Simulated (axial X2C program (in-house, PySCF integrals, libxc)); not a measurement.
# CsSe⁺: from the state search to constants

Aim: find the lowest determinant of CsSe⁺, scan the bond at several levels and fit the constants, once spin-free and once with spin–orbit coupling.

The runs use an in-house X2C program for linear molecules on PySCF integrals; all-electron X2C, Cs dyall-cv3z, Se dyall-cv3z.

All values are calculated.

### 1 The job

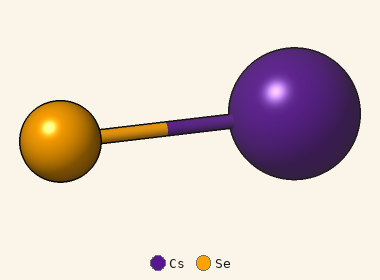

The two atoms at 3.160 Å (caesium purple, selenium orange).

Input file task.json:

```json
{
 "zs": [
  55,
  34
 ],
 "q": 1,
 "bas": [
  "dyall-cv3z",
  "dyall-cv3z"
 ],
 "levels": [
  "PBE0",
  "HF",
  "r2SCAN"
 ],
 "cc": true,
 "r0": 3.16,
 "thr": -2.0,
 "nmax": 90,
 "npts": 10,
 "nst": 2,
 "ntry": 6
}
```

Keys: zs atomic numbers; q charge; bas basis sets; levels methods (HF also brings MP2); cc coupled cluster on or off; r0 starting distance in Å; thr threshold in hartree for freezing inner shells (an s shell follows its p shell); nmax most natural virtual spinors; npts points asked for on the curve; nst determinants followed; ntry starts of the search.

The run is started by

```bash
> python so2c.py task.json out
```

Spin-free means the one-electron spin-free X2C Hamiltonian; two-component (2c) means X2C with spin–orbit coupling and atomic mean-field two-electron Coulomb and Gaunt terms. Basis: Cs dyall-cv3z contracted to [15s15p9d4f1g], Se dyall-cv3z contracted to [8s9p6d4f1g]; Gaussian nuclei, density fitting. Masses: Cs 132.905 u, Se 79.917 u.

Notation: σ, π±, δ± give the projection m of an orbital's angular momentum (0, ±1, ±2), α and β its spin, Λ and M_S the sums; ω is the projection of a spinor's total angular momentum and Ω the sum. Logs are in hartree.

The results follow Hamiltonian by Hamiltonian and level by level.

### 2 Which state to follow

PBE0 moves the distance from 3.160 Å to 3.844 Å and compares determinants there.

Spin-free determinants:

| ΔE (eV) | state | open shells |
| --- | --- | --- |
| 0.00 | M_S = 1, Λ = 0 | beyond closed shells: π+α, π-α |
| 0.33 | M_S = 1, Λ = 1 | beyond closed shells: σα, π+α, π+β, π-α |
| 0.69 | M_S = 0, Λ = 1 | beyond closed shells: σβ, π+α, π+β, π-α |
| 1.12 | M_S = 0, Λ = 0 | beyond closed shells: π+β, π-α |
| 1.12 | M_S = 0, Λ = 2 | beyond closed shells: π+α, π+β |
| 5.87 | M_S = 2, Λ = 0 | beyond closed shells: 2 × σα, π+α, π-α |
| 6.83 | M_S = 0, Λ = 0 | beyond closed shells: 2 × σβ, π+α, π-α |

Two-component determinants:

```json
{"ΔE (eV)": "0.00", "state": "Ω = 1", "open shells": "excess of +ω over −ω: ω = -1/2, ω = 3/2"}
{"ΔE (eV)": "0.21", "state": "Ω = 2", "open shells": "excess of +ω over −ω: ω = 1/2, ω = 3/2"}
{"ΔE (eV)": "0.84", "state": "Ω = 1", "open shells": "excess of +ω over −ω: 2 × ω = 1/2"}
{"ΔE (eV)": "0.90", "state": "Ω = 0", "open shells": "closed shell"}
{"ΔE (eV)": "0.96", "state": "Ω = 0", "open shells": "closed shell"}
{"ΔE (eV)": "6.86", "state": "Ω = 0", "open shells": "excess of +ω over −ω: 3 × ω = 1/2, ω = -3/2"}
{"ΔE (eV)": "7.10", "state": "Ω = 3", "open shells": "excess of +ω over −ω: 2 × ω = 3/2"}
```

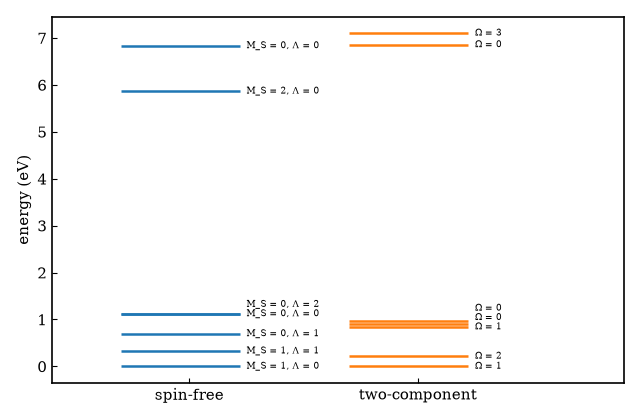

The determinants found, each set from its own lowest.

### 3 PBE0, spin-free

State followed: M_S = 1, Λ = 0 (beyond closed shells: π+α, π-α). The scan is laid around 3.844 Å, a first estimate of the minimum, and this SCF restarts from the orbitals of the search.

The SCF at the reference distance of 3.844 Å:

```text
spin-free X2C-1e  PBE0
basis functions 244  fitting functions 1302  grid points 5810
iter        total energy     max residual
   1     -10215.304847126     1.79e-05
   2     -10215.304847127     1.89e-05
converged
one-electron -14523.84050299  Coulomb 4333.44842871  exact exchange -69.54256658  xc functional -212.80032708  nuclear repulsion 257.43012082
```

Along the bond, energies from the lowest point:

| R (Å) | E (eV) | μ (D) | HOMO (eV) | LUMO (eV) | iterations |
| --- | --- | --- | --- | --- | --- |
| 3.344 | 0.1171 | -4.12 | -11.31 | -8.48 | 8 |
| 3.498 | 0.0426 | -4.46 | -11.19 | -8.32 | 8 |
| 3.613 | 0.0141 | -4.73 | -11.08 | -8.20 | 8 |
| 3.729 | 0.0018 | -4.99 | -10.98 | -8.09 | 8 |
| 3.844 | 0.0000 | -5.27 | -10.87 | -7.99 | 2 |
| 3.978 | 0.0075 | -5.59 | -10.74 | -7.87 | 7 |
| 4.113 | 0.0205 | -5.91 | -10.62 | -7.76 | 7 |
| 4.286 | 0.0421 | -6.33 | -10.46 | -7.62 | 7 |
| 4.497 | 0.0702 | -6.84 | -10.28 | -7.46 | 7 |
| 4.805 | 0.1090 | -7.57 | -10.04 | -7.25 | 7 |

Dipoles are positive if Se is the positive end and refer to the centre of mass.

Outer orbitals at the reference distance:

| symmetry | occupied | ε (eV) | atomic character |
| --- | --- | --- | --- |
| σβ | yes | -33.86 | 100% Cs s |
| σα | yes | -33.85 | 100% Cs s |
| σα | yes | -24.07 | 94% Se s, 2% Cs p, 2% Cs d |
| σβ | yes | -21.56 | 93% Se s, 3% Cs p, 2% Cs d |
| π-β | yes | -19.67 | 100% Cs p |
| π+β | yes | -19.67 | 100% Cs p |
| π+α | yes | -19.67 | 100% Cs p |
| π-α | yes | -19.67 | 100% Cs p |
| σα | yes | -19.62 | 99% Cs p |
| σβ | yes | -19.62 | 98% Cs p |
| π+α | yes | -12.64 | 99% Se p |
| π-α | yes | -12.64 | 99% Se p |
| σα | yes | -11.60 | 94% Se p, 2% Cs d |
| σβ | yes | -10.87 | 93% Se p, 3% Cs d, 2% Cs p |
| π-β | no | -7.99 | 97% Se p, 2% Cs d |
| π+β | no | -7.99 | 97% Se p, 2% Cs d |
| σα | no | -4.72 | 95% Cs s |
| σβ | no | -4.67 | 94% Cs s, 2% Cs d |

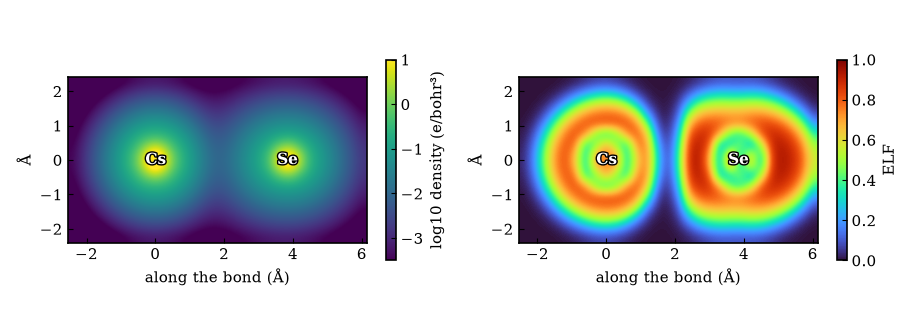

PBE0 fields in a plane through the axis, from a grid of 0.3 Å; Cs lies at z = 0 and Se at z = 3.844 Å; the ELF is damped to zero where the density is low.

Re = 3.805 Å, ωe = 58.1 cm⁻¹, ωexe = 0.419 cm⁻¹, Be = 0.02333 cm⁻¹, De = 0.279 eV, μ = -5.17 D.

### 4 HF, spin-free

Output at 3.844 Å:

```text
spin-free X2C-1e  HF
basis functions 244  fitting functions 1302  grid points 5810
iter        total energy     max residual
   1     -10211.132219791     3.16e-01
   2     -10211.160543101     5.67e-03
   3     -10211.161042067     3.46e-03
   4     -10211.161112676     1.01e-03
   5     -10211.161122764     3.27e-04
   6     -10211.161123944     1.20e-04
   7     -10211.161124117     3.53e-05
   8     -10211.161124141     7.02e-06
   9     -10211.161124144     2.61e-06
  10     -10211.161124145     6.49e-07
converged
one-electron -14522.76481908  Coulomb 4332.45216192  exact exchange -278.27858781  xc functional 0.00000000  nuclear repulsion 257.43012082
```

Re = 4.022 Å, ωe = 48.4 cm⁻¹, ωexe = 0.45 cm⁻¹, Be = 0.02088 cm⁻¹, De = 0.209 eV, μ = -5.93 D.

### 5 r2SCAN, spin-free

Output at 3.844 Å:

```text
spin-free X2C-1e  r2SCAN
basis functions 244  fitting functions 1302  grid points 5810
iter        total energy     max residual
   1     -10215.917598179     1.57e-01
   2     -10215.920421055     2.70e-03
   3     -10215.920449322     2.59e-03
   4     -10215.920512547     1.63e-04
   5     -10215.920512685     1.53e-04
   6     -10215.920512831     5.24e-06
   7     -10215.920512833     3.34e-06
converged
one-electron -14523.35279070  Coulomb 4332.96459138  exact exchange 0.00000000  xc functional -282.96243433  nuclear repulsion 257.43012082
```

Re = 3.836 Å, ωe = 57.0 cm⁻¹, Be = 0.02296 cm⁻¹, De = 0.266 eV, μ = -5.29 D.

### 6 Correlated methods, spin-free

Correlated methods: 14 electrons correlated (frozen shells, counted by type: Cs 4 s, 3 p, 2 d; Se 3 s, 2 p, 1 d), 312 virtual spinors in MP2, 90 natural virtuals in coupled cluster.

Output of the correlated part at 3.844 Å:

```text
correlated 14  virtual 312  natural virtual 90  E(MP2) -0.260728891  MP2 remainder -0.011791151
iter   CCSD correlation   residual
   1     -0.275652743   9.48e-02
   2     -0.282612553   2.62e-02
   3     -0.282824727   5.13e-03
   4     -0.282842344   1.30e-03
   5     -0.282839345   4.78e-04
   6     -0.282838112   1.95e-04
   7     -0.282838753   7.00e-05
   8     -0.282838714   1.91e-05
   9     -0.282838628   5.73e-06
  10     -0.282838639   1.97e-06
(T) -0.008029358  T1 0.0074  D1 0.0241  max T2 0.066
```

T1 in the output is the amplitude norm over the root of the electron number; divide by √2 for the Lee–Taylor value.

MP2: Re = 3.834 Å, ωe = 58.6 cm⁻¹, Be = 0.02298 cm⁻¹, De = 0.272 eV.

CCSD: Re = 3.866 Å, ωe = 56.7 cm⁻¹, ωexe = 0.469 cm⁻¹, Be = 0.0226 cm⁻¹, De = 0.262 eV. T1 at Re = 0.005 (Lee–Taylor, the printed value over √2).

CCSD(T): Re = 3.851 Å, ωe = 57.7 cm⁻¹, ωexe = 0.469 cm⁻¹, Be = 0.02277 cm⁻¹, De = 0.253 eV. T1 at Re = 0.005 (Lee–Taylor, the printed value over √2).

### 7 A higher determinant, spin-free

State: M_S = 1, Λ = 1 (beyond closed shells: σα, π+α, π+β, π-α).

Output at the reference distance:

```text
spin-free X2C-1e  PBE0
basis functions 244  fitting functions 1302  grid points 5810
iter        total energy     max residual
   1     -10215.292868765     3.29e-05
   2     -10215.292868770     2.65e-05
   3     -10215.292868778     3.20e-06
   4     -10215.292868778     1.52e-06
converged
one-electron -14523.29965977  Coulomb 4332.90441424  exact exchange -69.53877646  xc functional -212.78896760  nuclear repulsion 257.43012082
```

```csv
R (Å),E above the lowest PBE0 point (eV)
3.344,0.400
3.498,0.358
3.613,0.341
3.729,0.331
3.844,0.326
3.978,0.325
4.113,0.326
4.286,0.330
4.497,0.335
```

Re = 3.970 Å, ωe = 28.6 cm⁻¹, Be = 0.02143 cm⁻¹, μ = -6.06 D. Te = 0.32 eV.

### 8 The spin-free curves together

Energy (eV) of the followed determinant, spin-free, from each level's lowest point:

```
R (Å)   PBE0     HF    MP2   CCSD  CCSD(T)  r2SCAN
3.344  0.117  0.229  0.139    n/a      n/a   0.134
3.498  0.043  0.112  0.054  0.063    0.059   0.053
3.613  0.014  0.059  0.020  0.025    0.023   0.020
3.729  0.002  0.026  0.004  0.006    0.005   0.004
3.844  0.000  0.008  0.000  0.000    0.000   0.000
3.978  0.007  0.000  0.006  0.003    0.004   0.006
4.113  0.020  0.001  0.018  0.013    0.015   0.017
4.286  0.042  0.011  0.039  0.032    0.035   0.038
4.497  0.070  0.028  0.066    n/a      n/a   0.065
4.805  0.109  0.057  0.105    n/a      n/a   0.102
```

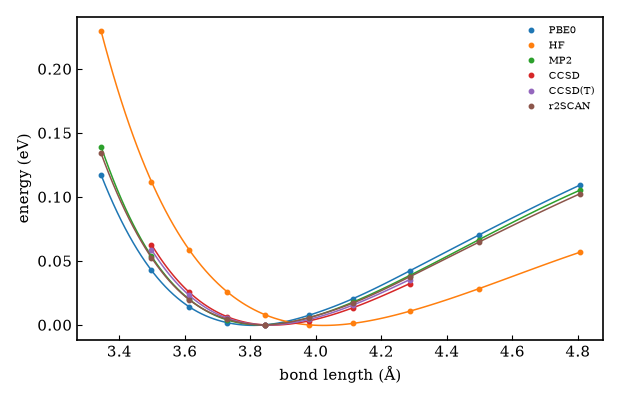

Curves of the followed state, spin-free, each from its own lowest point.

### 9 PBE0, 2c

State followed: Ω = 1 (excess of +ω over −ω: ω = -1/2, ω = 3/2). The scan is laid around 3.844 Å, a first estimate of the minimum, and this SCF restarts from the orbitals of the search.

Output at 3.844 Å:

```text
two-component X2C + atomic mean field  PBE0
basis functions 244  fitting functions 1302  grid points 5810
iter        total energy     max residual
   1     -10211.275676007     8.21e-06
   2     -10211.275676009     9.00e-06
   3     -10211.275676009     1.19e-06
converged
one-electron -14511.86227486  Coulomb 4331.17977493  exact exchange -69.50366093  xc functional -212.68848054  nuclear repulsion 257.43012082  atomic mean-field constant -5.83115543
```

Along the bond, energies from the lowest point:

```
R (Å)  E (eV)  μ (D)  HOMO (eV)  LUMO (eV)  iterations
3.344  0.1166  -4.12     -11.34      -8.58          12
3.498  0.0427  -4.47     -11.21      -8.42           8
3.613  0.0143  -4.74     -11.11      -8.30           8
3.729  0.0020  -5.00     -11.00      -8.19           8
3.844  0.0000  -5.28     -10.89      -8.08           3
3.978  0.0072  -5.60     -10.77      -7.96           8
4.113  0.0198  -5.92     -10.64      -7.85          10
4.286  0.0409  -6.34     -10.49      -7.71          10
4.497  0.0683  -6.85     -10.31      -7.55          10
4.805  0.1062  -7.58     -10.07      -7.34          11
```

Dipoles are positive if Se is the positive end and refer to the centre of mass.

Outer spinors at the reference distance:

```json
{"ω": "-1/2", "occupied": "yes", "ε (eV)": "-33.87", "atomic character": "100% Cs s", "λ mixture": "100% σ"}
{"ω": "1/2", "occupied": "yes", "ε (eV)": "-33.87", "atomic character": "100% Cs s", "λ mixture": "100% σ"}
{"ω": "1/2", "occupied": "yes", "ε (eV)": "-24.03", "atomic character": "94% Se s, 2% Cs p, 2% Cs d", "λ mixture": "100% σ"}
{"ω": "-1/2", "occupied": "yes", "ε (eV)": "-21.59", "atomic character": "92% Se s, 4% Cs p, 2% Cs d", "λ mixture": "100% σ"}
{"ω": "1/2", "occupied": "yes", "ε (eV)": "-20.79", "atomic character": "100% Cs p", "λ mixture": "68% π, 32% σ"}
{"ω": "-1/2", "occupied": "yes", "ε (eV)": "-20.78", "atomic character": "98% Cs p", "λ mixture": "68% π, 32% σ"}
{"ω": "-3/2", "occupied": "yes", "ε (eV)": "-19.14", "atomic character": "100% Cs p", "λ mixture": "100% π"}
{"ω": "3/2", "occupied": "yes", "ε (eV)": "-19.14", "atomic character": "100% Cs p", "λ mixture": "100% π"}
{"ω": "1/2", "occupied": "yes", "ε (eV)": "-19.11", "atomic character": "100% Cs p", "λ mixture": "68% σ, 32% π"}
{"ω": "-1/2", "occupied": "yes", "ε (eV)": "-19.11", "atomic character": "99% Cs p", "λ mixture": "68% σ, 32% π"}
{"ω": "-1/2", "occupied": "yes", "ε (eV)": "-12.74", "atomic character": "99% Se p", "λ mixture": "99% π, 1% σ"}
{"ω": "3/2", "occupied": "yes", "ε (eV)": "-12.47", "atomic character": "99% Se p", "λ mixture": "100% π"}
{"ω": "1/2", "occupied": "yes", "ε (eV)": "-11.62", "atomic character": "94% Se p, 2% Cs d", "λ mixture": "97% σ, 3% π"}
{"ω": "-1/2", "occupied": "yes", "ε (eV)": "-10.89", "atomic character": "93% Se p, 3% Cs d, 2% Cs p", "λ mixture": "99% σ, 1% π"}
{"ω": "1/2", "occupied": "no", "ε (eV)": "-8.08", "atomic character": "97% Se p, 2% Cs d", "λ mixture": "97% π, 3% σ"}
{"ω": "-3/2", "occupied": "no", "ε (eV)": "-7.89", "atomic character": "97% Se p, 2% Cs d", "λ mixture": "100% π"}
{"ω": "1/2", "occupied": "no", "ε (eV)": "-4.73", "atomic character": "95% Cs s", "λ mixture": "100% σ"}
{"ω": "-1/2", "occupied": "no", "ε (eV)": "-4.68", "atomic character": "94% Cs s, 2% Cs d", "λ mixture": "100% σ"}
```

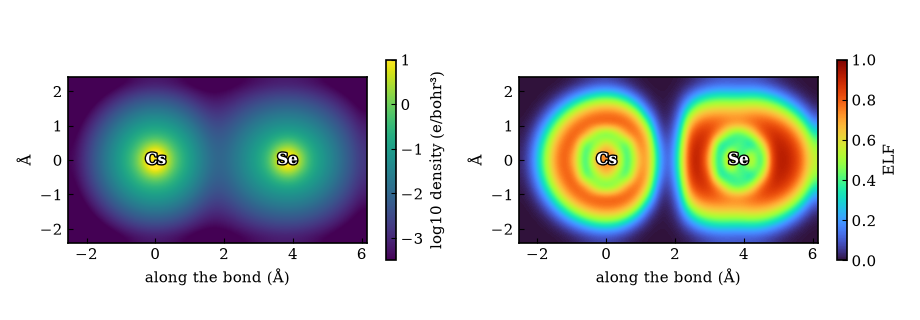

PBE0 fields in a plane through the axis, from a grid of 0.3 Å; Cs lies at z = 0 and Se at z = 3.844 Å; the ELF is damped to zero where the density is low.

Re = 3.808 Å, ωe = 57.5 cm⁻¹, ωexe = 0.422 cm⁻¹, Be = 0.0233 cm⁻¹, De = 0.244 eV, μ = -5.19 D.

### 10 HF, 2c

The SCF at the reference distance of 3.844 Å:

```text
two-component X2C + atomic mean field  HF
basis functions 244  fitting functions 1302  grid points 5810
iter        total energy     max residual
   1     -10207.098178273     3.15e-01
   2     -10207.126689309     5.70e-03
   3     -10207.127239675     3.47e-03
   4     -10207.127330579     1.02e-03
   5     -10207.127362154     6.25e-04
   6     -10207.127384939     5.98e-04
   7     -10207.127406215     5.66e-04
   8     -10207.127453890     4.73e-04
   9     -10207.127546746     1.39e-04
  10     -10207.127553157     4.74e-05
  11     -10207.127553812     1.32e-05
  12     -10207.127553856     4.58e-06
  13     -10207.127553860     1.38e-06
  14     -10207.127553860     5.66e-07
converged
one-electron -14510.77872332  Coulomb 4330.17443488  exact exchange -278.12223081  xc functional 0.00000000  nuclear repulsion 257.43012082  atomic mean-field constant -5.83115543
```

Re = 4.036 Å, ωe = 46.6 cm⁻¹, ωexe = 0.466 cm⁻¹, Be = 0.02074 cm⁻¹, De = 0.184 eV, μ = -5.99 D.

### 11 r2SCAN, 2c

Output at 3.844 Å:

```text
two-component X2C + atomic mean field  r2SCAN
basis functions 244  fitting functions 1302  grid points 5810
iter        total energy     max residual
   1     -10211.877215107     1.56e-01
   2     -10211.880556258     2.75e-03
   3     -10211.880585251     2.63e-03
   4     -10211.880650514     1.62e-04
   5     -10211.880650674     1.74e-04
   6     -10211.880650847     6.54e-06
   7     -10211.880650848     3.34e-06
converged
one-electron -14511.37048851  Coulomb 4330.69314313  exact exchange 0.00000000  xc functional -282.80227086  nuclear repulsion 257.43012082  atomic mean-field constant -5.83115543
```

Re = 3.836 Å, ωe = 56.9 cm⁻¹, Be = 0.02295 cm⁻¹, De = 0.265 eV, μ = -5.29 D.

### 12 MP2 and beyond, 2c

Correlated methods: 14 electrons correlated (frozen shells, counted by type: Cs 4 s, 3 p, 2 d; Se 3 s, 2 p, 1 d), 312 virtual spinors in MP2, 90 natural virtuals in coupled cluster.

Output of the correlated part at 3.844 Å:

```text
correlated 14  virtual 312  natural virtual 90  E(MP2) -0.259270476  MP2 remainder -0.012101869
iter   CCSD correlation   residual
   1     -0.274102094   9.62e-02
   2     -0.281299277   2.81e-02
   3     -0.281567808   7.89e-03
   4     -0.281609840   4.37e-03
   5     -0.281617403   2.94e-03
   6     -0.281626177   1.36e-03
   7     -0.281632798   5.59e-04
   8     -0.281632121   3.81e-04
   9     -0.281631492   3.05e-04
  10     -0.281633256   2.19e-04
  11     -0.281635288   1.19e-04
  12     -0.281636155   3.91e-05
  13     -0.281636293   1.33e-05
  14     -0.281636345   5.82e-06
  15     -0.281636373   3.74e-06
  16     -0.281636395   2.57e-06
  17     -0.281636405   1.47e-06
(T) -0.007962453  T1 0.0105  D1 0.0265  max T2 0.064
```

MP2: Re = 3.838 Å, ωe = 58.1 cm⁻¹, Be = 0.02293 cm⁻¹, De = 0.167 eV.

CCSD: Re = 3.871 Å, ωe = 55.7 cm⁻¹, ωexe = 0.475 cm⁻¹, Be = 0.02254 cm⁻¹, De = 0.181 eV. T1 at Re = 0.007 (Lee–Taylor, the printed value over √2).

CCSD(T): Re = 3.856 Å, ωe = 56.6 cm⁻¹, ωexe = 0.475 cm⁻¹, Be = 0.02271 cm⁻¹, De = 0.167 eV. T1 at Re = 0.007 (Lee–Taylor, the printed value over √2).

### 13 A higher determinant, 2c

State: Ω = 2 (excess of +ω over −ω: ω = 1/2, ω = 3/2).

Output at the reference distance:

```text
two-component X2C + atomic mean field  PBE0
basis functions 244  fitting functions 1302  grid points 5810
iter        total energy     max residual
   1     -10211.267782856     5.01e-06
   2     -10211.267782856     5.62e-06
converged
one-electron -14511.39484225  Coulomb 4330.70697813  exact exchange -69.50023129  xc functional -212.67865284  nuclear repulsion 257.43012082  atomic mean-field constant -5.83115543
```

```
R (Å)  E above the lowest PBE0 point (eV)
3.344                               0.290
3.498                               0.247
3.613                               0.229
3.729                               0.220
3.844                               0.215
3.978                               0.214
4.113                               0.215
4.286                               0.219
4.497                               0.225
```

Re = 3.958 Å, ωe = 29.6 cm⁻¹, Be = 0.02156 cm⁻¹, μ = -6.03 D. Te = 0.21 eV.

### 14 The 2c curves together

Energy (eV) of the followed determinant, 2c, from each level's lowest point:

| R (Å) | PBE0 | HF | MP2 | CCSD | CCSD(T) | r2SCAN |
| --- | --- | --- | --- | --- | --- | --- |
| 3.344 | 0.117 | 0.227 | 0.141 | n/a | n/a | 0.134 |
| 3.498 | 0.043 | 0.112 | 0.055 | 0.063 | 0.059 | 0.053 |
| 3.613 | 0.014 | 0.059 | 0.021 | 0.026 | 0.023 | 0.020 |
| 3.729 | 0.002 | 0.027 | 0.004 | 0.007 | 0.006 | 0.004 |
| 3.844 | 0.000 | 0.009 | 0.000 | 0.000 | 0.000 | 0.000 |
| 3.978 | 0.007 | 0.000 | 0.005 | 0.003 | 0.004 | 0.006 |
| 4.113 | 0.020 | 0.000 | 0.017 | 0.012 | 0.014 | 0.017 |
| 4.286 | 0.041 | 0.009 | 0.037 | 0.030 | 0.033 | 0.037 |
| 4.497 | 0.068 | 0.025 | 0.065 | n/a | n/a | 0.064 |
| 4.805 | 0.106 | 0.051 | 0.103 | n/a | n/a | 0.102 |

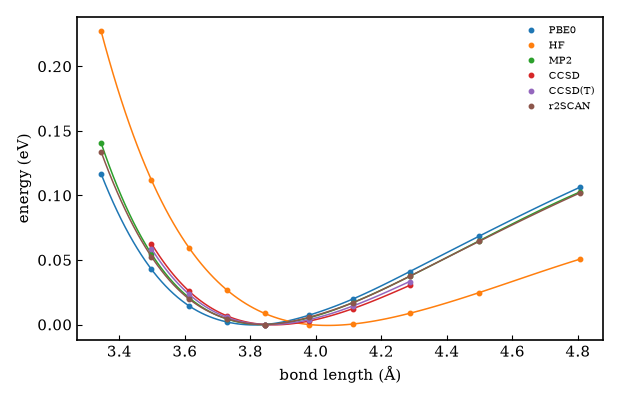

Curves of the followed state, 2c, each from its own lowest point.

Time for the job: 3.4 min (1 thread of Arm Neoverse V2, shared host).

### 15 What came out

Lowest determinant that the search found at its distance, spin-free: M_S = 1, Λ = 0 (beyond closed shells: π+α, π-α).

Lowest determinant that the search found at its distance, 2c: Ω = 1 (excess of +ω over −ω: ω = -1/2, ω = 3/2).

```csv
Hamiltonian,level,Re (Å),ωe (cm⁻¹),De (eV),μ (D)
spin-free,PBE0,3.805,58.1,0.279,-5.17
spin-free,HF,4.022,48.4,0.209,-5.93
spin-free,MP2,3.834,58.6,0.272,n/a
spin-free,CCSD,3.866,56.7,0.262,n/a
spin-free,CCSD(T),3.851,57.7,0.253,n/a
spin-free,r2SCAN,3.836,57.0,0.266,-5.29
2c,PBE0,3.808,57.5,0.244,-5.19
2c,HF,4.036,46.6,0.184,-5.99
2c,MP2,3.838,58.1,0.167,n/a
2c,CCSD,3.871,55.7,0.181,n/a
2c,CCSD(T),3.856,56.6,0.167,n/a
2c,r2SCAN,3.836,56.9,0.265,-5.29
```

Dipoles are positive if Se is the positive end and refer to the centre of mass.

Time per point (s) on 1 thread of Arm Neoverse V2, shared host (2c runs; CCSD comes with the CCSD(T) run); the times are rough: PBE0 0.97, HF 1.1, MP2 1.6, CCSD(T) 8.1, r2SCAN 0.6.

What this shows: At CCSD(T), going from spin-free to two-component changes Re by +5 mÅ, ωe by -1.9 %, which is small (part of it comes from the scalar share of the two-electron terms). It costs about 1.7 times the time. De moves by -0.09 eV; both De rest on single-determinant atoms, which can miss part of an open shell's spin–orbit lowering.

De refers to Cs+ + Se, each in the lowest determinant found, which need not be this curve's own limit. Each curve is one determinant whose occupation by symmetry is held fixed; it was picked as the lowest of a PBE0 search that is not exhaustive. De is counted from the lowest determinant-based energies of the atoms at the same level, without counterpoise correction. Density functionals use the spin component along the axis (collinear). CCSD and (T) use frozen natural virtuals with an MP2 correction for the truncation. The meta-GGAs lack a current-density term, which matters for open shells with orbital currents, atoms included. With several unpaired electrons one determinant need not be a pure state.
